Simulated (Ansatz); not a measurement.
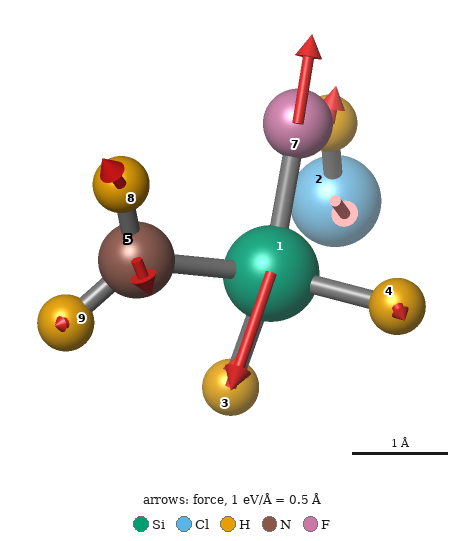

Starting geometry of SiNH5ClF (started from a transition state, displaced along its imaginary mode) with the computed forces as red arrows. A ball-and-stick model, seen from a free direction.

Computed with RKS PBE0-D4/def2-TZVP in Ansatz. Set-up: force threshold 0.005 eV/Å; at most 200 steps.

> Is this structure relaxed? If not, where do the atoms go?

It isn't relaxed: the largest force vector, on the Si atom, is 2.73 eV/Å. The final displacements have little in common with the starting forces (cosine between the two patterns −0.09). The atom that moves furthest after the best rigid fit is the Cl atom (1.78 Å). Largest moves by element: Cl 1.78 Å, F 1.34 Å, H 1.32 Å, Si 0.64 Å, N 0.26 Å. Near-neighbour distances that change, for instance: Cl–Si 2.703 → 3.992 Å, H–Si 1.532 → 1.477 Å, H–N 0.987 → 1.007 Å, F–Si 1.603 → 1.621 Å. Bond angles that change, for instance: H–Si–F 145.1° → 104.8°, N–Si–F 93.6° → 113.5°, H–Si–N 125.7° → 109.0°. Over 39 accepted moves (42 points after the start) the energy falls by 1.251 eV. The largest force component goes from 1.9 to 0.0027 eV/Å. The line search rejected the trial steps at points 8, 11, 22 of the run. The forces were under the threshold at step 17, but the run went on from there.
